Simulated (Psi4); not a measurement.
**SnO (SMILES [O]=[Sn]) at B3LYP/def2-TZVPD (core potential, sweep point 4)**

Aim: the vertical ionisation energy of SnO at B3LYP/def2-TZVPD (core potential, sweep point 4), from 2 runs. 

The results are computed with Psi4 1.11.

## Step 1: Starting point

SnO: 2 atoms, total charge 0, spin state singlet. SMILES: `[O]=[Sn]`. Geometry: a GFN2-xTB relaxation, a rough one for these elements and not checked as a minimum.

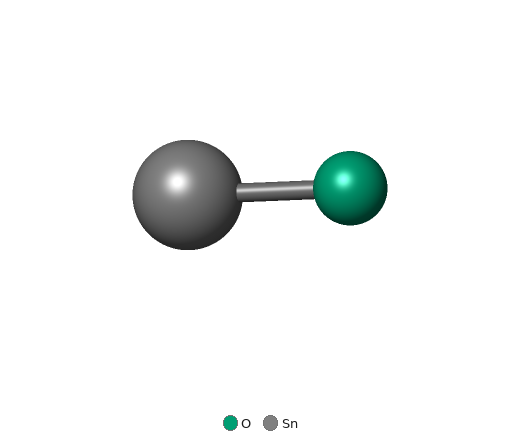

The structure, seen from a chosen angle (oxygen teal, tin grey).

## Step 2: The energy at B3LYP/def2-TZVPD (core potential, sweep point 4)

Input file job.py:

```python
import psi4

psi4.set_memory('1600 MB')
psi4.set_num_threads(1)
psi4.core.set_output_file('psi4.out', False)

molecule = psi4.geometry("""
0 1
O      0.000000     0.000000     0.000000
Sn     0.000000     0.000000     1.803580
units angstrom
symmetry c1
""")

options = {'basis': 'def2-TZVPD', 'puream': True, 'scf_type': 'pk', 'dft_radial_points': 99, 'dft_spherical_points': 590}
psi4.set_options(options)

E = psi4.energy("b3lyp")
print(f'total energy {E:.8f} hartree = {E * 27.211386:.5f} eV')
```

Started as:

```bash
$ python job.py
```

psi4.out:

```text
[...]
    !!!  WARNING: ECP capability is in beta. Please check occupations closely.  !!!
[...]
  Running in c1 symmetry.
[...]
  Nuclear repulsion =   51.639067342685109
[...]
  Multiplicity = 1
[...]
  Nalpha       = 15
  Nbeta        = 15
[...]
    Number of basis functions: 96
[...]
   @RKS iter   1:  -289.08135941855994   -9.15603e-01   1.20065e-02 ADIIS/DIIS
[...]
   @RKS iter  10:  -289.62939675424616   -4.78515e-08   7.40738e-07 DIIS
[...]
    Orbital Energies [Eh]
    ---------------------
    Doubly Occupied:
       1A    -19.094568     2A     -5.111925     3A     -3.456126
       4A     -3.456126     5A     -3.443178     6A     -1.054745
       7A     -1.039964     8A     -1.039964     9A     -1.029493
      10A     -1.029493    11A     -0.855291    12A     -0.432536
      13A     -0.286045    14A     -0.286045    15A     -0.276666
[...]
  @RKS Final Energy:  -289.62939675424616
   => Energetics <=
    Nuclear Repulsion Energy =             51.6390673426851095
    One-Electron Energy =                -583.4169219126561075
    Two-Electron Energy =                 263.7882935734920125
    DFT Exchange-Correlation Energy =     -21.6398357577672051
    Empirical Dispersion Energy =           0.0000000000000000
    VV10 Nonlocal Energy =                  0.0000000000000000
    Total Energy =                       -289.6293967542461587
[...]
 Multipole Moments:
 ------------------------------------------------------------------------------------
     Multipole            Electronic (a.u.)      Nuclear  (a.u.)        Total (a.u.)
 ------------------------------------------------------------------------------------
 L = 1.  Multiply by 2.5417464519 to convert [e a0] to [Debye]
 Dipole X            :         -0.0000210            0.0000000           -0.0000210
 Dipole Y            :          0.0000063            0.0000000            0.0000063
 Dipole Z            :         16.9177264          -15.2317011            1.6860253
 Magnitude           :                                                    1.6860253
[...]
```

Standard output:

```text
total energy -289.62939675 hartree = -7881.21731 eV
```

It took 7.8 s on 1 thread of Intel Xeon Platinum 8259CL at 2.50GHz (Skylake/Cascade Lake), shared host; peak memory 0.64 GiB.

## Step 3: The doublet cation, same level

Input file run.py:

```python
import psi4

psi4.set_memory(1600000000)
psi4.set_num_threads(1)
psi4.set_output_file('osn.out', False)

geom = psi4.geometry("""
1 2
O      0.000000     0.000000     0.000000
Sn     0.000000     0.000000     1.803580
units angstrom
symmetry c1
""")

options = {'basis': 'def2-TZVPD', 'reference': 'uks', 'puream': True, 'scf_type': 'pk', 'dft_radial_points': 99, 'dft_spherical_points': 590, 'maxiter': 150}
psi4.set_options(options)

energy_value = psi4.energy("B3LYP")
print(f'B3LYP energy: {energy_value:.10f} Eh')
for k, v in sorted(psi4.core.scalar_variables().items()):
    print(f'{k:45s} {v:18.10f}')
```

Started as:

```bash
$ python run.py
```

osn.out:

```text
[...]
    !!!  WARNING: ECP capability is in beta. Please check occupations closely.  !!!
[...]
  Running in c1 symmetry.
[...]
  Nuclear repulsion =   51.639067342685109
[...]
  Multiplicity = 2
[...]
  Nalpha       = 15
  Nbeta        = 14
[...]
    Number of basis functions: 96
[...]
   @UKS iter   1:  -288.87592918098608   -7.10172e-01   9.98445e-03 ADIIS/DIIS
[...]
   @UKS iter  11:  -289.26409041741726   -1.27145e-07   8.91927e-07 DIIS
[...]
   @S^2 Observed:                7.612173064E-01
[...]
    Orbital Energies [Eh]
    ---------------------
    Alpha Occupied:
       1A    -19.422423     2A     -5.418900     3A     -3.759886
       4A     -3.759885     5A     -3.756146     6A     -1.371907
       7A     -1.340292     8A     -1.340292     9A     -1.337511
      10A     -1.337511    11A     -1.180896    12A     -0.743396
      13A     -0.601740    14A     -0.587520    15A     -0.587519
    Alpha Virtual:
      16A     -0.343382    17A     -0.343382    18A     -0.228964
      19A     -0.145372    20A     -0.105214    21A     -0.105214
      22A     -0.083451    23A     -0.083451    24A     -0.072134
      25A     -0.068526    26A     -0.068526    27A     -0.043399
[...]
  @UKS Final Energy:  -289.26409041741726
   => Energetics <=
    Nuclear Repulsion Energy =             51.6390673426851095
    One-Electron Energy =                -574.3314485932895650
    Two-Electron Energy =                 254.8505150528586967
    DFT Exchange-Correlation Energy =     -21.4222242196714312
    Empirical Dispersion Energy =           0.0000000000000000
    VV10 Nonlocal Energy =                  0.0000000000000000
    Total Energy =                       -289.2640904174172647
[...]
 Multipole Moments:
 ------------------------------------------------------------------------------------
     Multipole            Electronic (a.u.)      Nuclear  (a.u.)        Total (a.u.)
 ------------------------------------------------------------------------------------
 L = 1.  Multiply by 2.5417464519 to convert [e a0] to [Debye]
 Dipole X            :         -0.0006929            0.0000000           -0.0006929
 Dipole Y            :          0.0002032            0.0000000            0.0002032
 Dipole Z            :         16.5017348          -15.2317011            1.2700338
 Magnitude           :                                                    1.2700340
[...]
```

On the terminal:

```text
B3LYP energy: -289.2640904174 Eh
CURRENT ENERGY                                   -289.2640904174
CURRENT REFERENCE ENERGY                         -289.2640904174
DD SOLVATION ENERGY                                 0.0000000000
DFT FUNCTIONAL TOTAL ENERGY                      -289.2640904174
DFT TOTAL ENERGY                                 -289.2640904174
DFT VV10 ENERGY                                     0.0000000000
DFT XC ENERGY                                     -21.4222242197
GRID ELECTRONS ALPHA                               14.9999998914
GRID ELECTRONS BETA                                13.9999998839
GRID ELECTRONS TOTAL                               28.9999997753
NUCLEAR REPULSION ENERGY                           51.6390673427
ONE-ELECTRON ENERGY                              -574.3314485933
PCM POLARIZATION ENERGY                             0.0000000000
PE ENERGY                                           0.0000000000
SCF ITERATION ENERGY                             -289.2640904174
SCF ITERATIONS                                     11.0000000000
SCF TOTAL ENERGY                                 -289.2640904174
TWO-ELECTRON ENERGY                               254.8505150529
XC GRID RADIAL POINTS                              99.0000000000
XC GRID SPHERICAL POINTS                          590.0000000000
XC GRID TOTAL POINTS                           112541.0000000000
```

Wall time 12 s (1 thread of Intel Xeon Platinum 8259CL at 2.50GHz (Skylake/Cascade Lake), shared host); peak memory 0.64 GiB.

## Step 4: Results

Level: B3LYP/def2-TZVPD (core potential, sweep point 4).

| quantity | value |
| --- | --- |
| singlet SnO: total energy | -289.62940 Eh |
| singlet SnO: dipole moment | 4.29 D |
| singlet SnO: HOMO energy | -7.53 eV |
| singlet SnO: LUMO energy | -2.55 eV |
| singlet SnO: HOMO–LUMO gap | 4.98 eV |
| doublet cation: total energy | -289.26409 Eh |
| doublet cation: HOMO energy (highest over α and β) | -15.39 eV |
| doublet cation: LUMO energy (lowest over α and β) | -12.43 eV |
| doublet cation: ⟨S²⟩ | 0.761 |
| vertical ionisation energy (to the doublet cation) | 9.940 eV |

What this shows: The vertical ionisation energy comes to 9.94 eV (229 kcal/mol). The negative HOMO energy of the first species, 7.53 eV, lies 2.41 eV below that difference.
